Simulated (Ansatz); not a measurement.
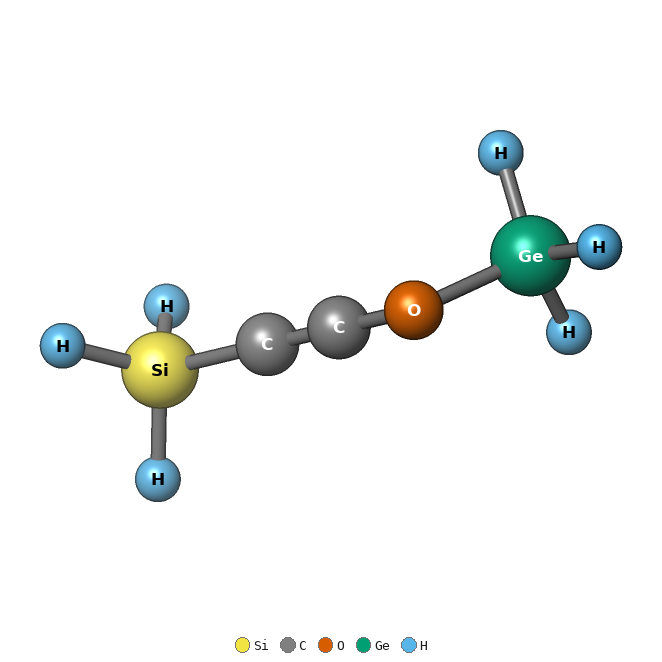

The picture shows a molecular structure as a ball-and-stick model. Every bond is drawn as one stick, whatever its order.

The computed structure is the end point of a PBE0-D4/def2-TZVP optimisation. No frequency run is at hand to confirm it as a minimum.

Describe the molecule.

It has 11 atoms: 2 carbon, 6 hydrogen, 1 germanium, 1 oxygen and 1 silicon (C2H6GeOSi). As SMILES it reads `[SiH3]C#C[O][GeH3]`. Among its groups: alkyne, Si–H bond. The point group is C1. Coordination: 1 Si tetrahedral; 2 C linear; 1 O bent; 1 Ge tetrahedral.

The parts below concern this one geometry. Atoms keep their numbers from picture to picture.

Levels of theory compared

No frequency run is at hand to confirm it as a minimum. Program: Ansatz 0.2.0.

Compare HOMO energy (eV), HOMO–LUMO gap (eV) at these levels: B3LYP-D4/def2-TZVPP; PBE-D4/def2-TZVPP; PBE0-D4/def2-TZVPP; r2SCAN-D4/def2-TZVPP; ωB97M-V/def2-TZVPP; ωB97X-V/def2-TZVPP.

```
               level  HOMO energy (eV)  HOMO–LUMO gap (eV)
 B3LYP-D4/def2-TZVPP             −6.77                5.79
   PBE-D4/def2-TZVPP             −5.79                4.15
  PBE0-D4/def2-TZVPP             −7.00                6.26
r2SCAN-D4/def2-TZVPP             −6.03                4.70
  ωB97M-V/def2-TZVPP             −9.19               10.32
  ωB97X-V/def2-TZVPP             −9.30               10.66
```

Dipole moment

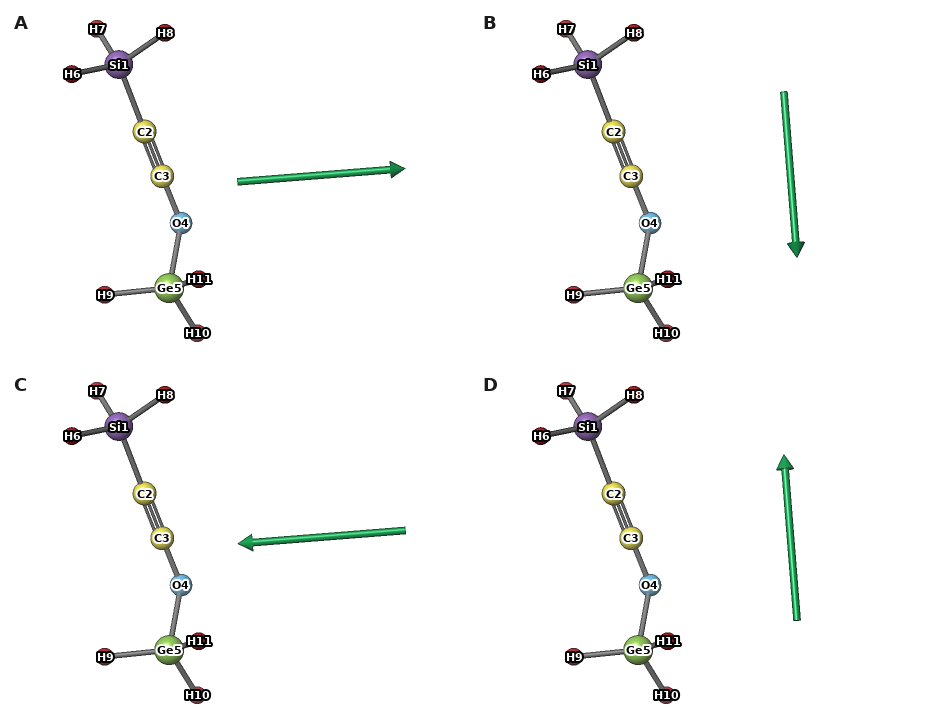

The same molecule four times, each with an arrow. No frequency run is at hand to confirm it as a minimum. Properties computed with RKS r2SCAN-D4/def2-TZVPP (Ansatz 0.2.0).

**Which arrow points along the dipole moment, from the negative to the positive end?**

B. The dipole moment is 3.90 D; it points from the side of H7 to the side of H10 (the outermost atoms at the two ends).

Charges

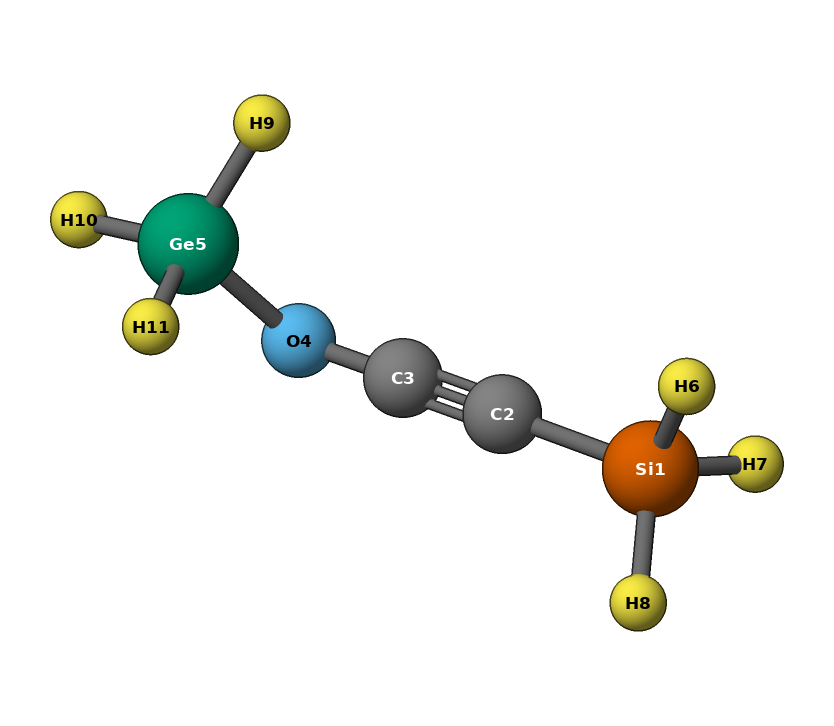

The questions are on Mulliken charges. No frequency run is at hand to confirm it as a minimum. Level of theory: RKS B3LYP-D4/def2-TZVPP (Ansatz 0.2.0).

**Which atom carries the highest charge (most positive or least negative)?**

Si1 (0.34 e).

**And the lowest?**

C2 (−0.42 e).

Give the Mulliken charges atom by atom.

| atom | value (e) |
| --- | --- |
| Si1 | 0.34 |
| C2 | −0.42 |
| C3 | 0.27 |
| O4 | −0.36 |
| Ge5 | 0.30 |
| H6 | −0.08 |
| H7 | −0.07 |
| H8 | −0.07 |
| H9 | 0.03 |
| H10 | 0.02 |
| H11 | 0.03 |

Mulliken values depend strongly on the basis set and can even reverse the polarity of a bond.
